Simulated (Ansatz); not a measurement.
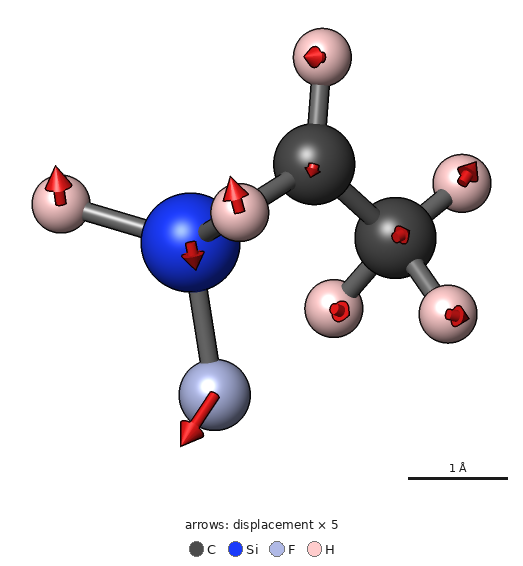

This is a relaxation of C₂H₆FSi (charge +1). The starting structure is drawn; red arrows show the displacements, magnified 5 times. The two geometries are superimposed by the best rigid fit.

The picture is a ball-and-stick view, seen from a free direction.

The run prepares an end point of a later path (torsion) calculation, from a guessed geometry.

Level of theory: Ansatz, RKS PBE-D4/def2-SVP. (no spin polarisation; force threshold 0.015 eV/Å; at most 40 steps)

Question: Atoms of which element are displaced furthest, and by how much?

Answer: Fluorine: up to 0.14 Å, against 0.09 Å for hydrogen.

Question: What did the optimiser do to the structure, and how much energy did it gain?

Answer: The largest move after the best rigid fit is that of the F atom, 0.14 Å. By element the largest moves are F 0.14 Å, H 0.09 Å, Si 0.06 Å, C 0.04 Å. Among the contacts that change: H–Si 1.450 → 1.500 Å, C–H 1.086 → 1.114 Å, C–H 1.107 → 1.131 Å, F–Si 1.597 → 1.620 Å. Bond angles that change, for instance: H–Si–H 123.7° → 115.7°, C–Si–F 100.0° → 105.3°, F–Si–H 109.5° → 113.2°. Over 5 geometry steps the energy falls by 14.8 kJ/mol. The largest force component goes from 1.2 to 0.013 eV/Å.
